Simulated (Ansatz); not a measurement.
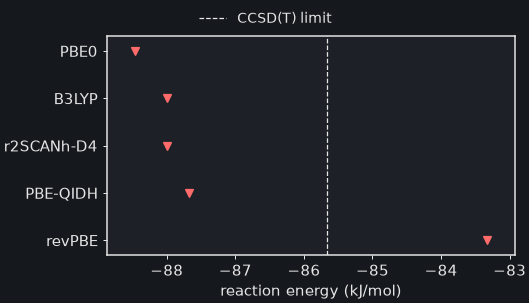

Electronic reaction energy of BSiH₃OBrCl ([SiH3]OB(Cl)Br) + SiNH₅ (N[SiH3]) → BSiNH₅OBr (NB(Br)O[SiH3]) + SiH₃Cl ([SiH3]Cl) (SMILES in brackets) at several levels (functionals in def2-TZVPP unless a basis is named), isolated molecules at PBE0-D4 triple-zeta geometries, minima by their frequencies, no zero-point or thermal terms, the Ansatz code 0.2.0. The line is frozen-core CCSD(T) at the basis limit (MP2 extrapolated from triple and quadruple zeta, plus CCSD(T) less MP2 in a smaller set). PBE-QIDH holds a correlation term that converges slowly with the basis, so part of the distance to the limit is basis error. No dispersion term is added to PBE0, B3LYP, PBE-QIDH and revPBE.

**What do zero-point energy and temperature add?**

Zero-point change 5.4 kJ/mol; at 298.15 K and 1 bar the CCSD(T) limit plus thermal terms gives an enthalpy of reaction of −81.8 and a free energy of −76.7 kJ/mol (harmonic PBE0-D4 modes, ideal gas).

**Give the values.**

| level | kJ/mol | less CCSD(T) limit |
| --- | --- | --- |
| PBE0 | −88.5 | −2.8 |
| B3LYP | −88.0 | −2.3 |
| r2SCANh-D4 | −88.0 | −2.3 |
| PBE-QIDH | −87.7 | −2.0 |
| revPBE | −83.3 | 2.3 |
| CCSD(T) limit | −85.7 | 0.0 |

Caveats: no scalar relativity up to krypton; outer-core shells are correlated without core-valence functions, which makes the correlated values less sure; one conformer of each flexible molecule.
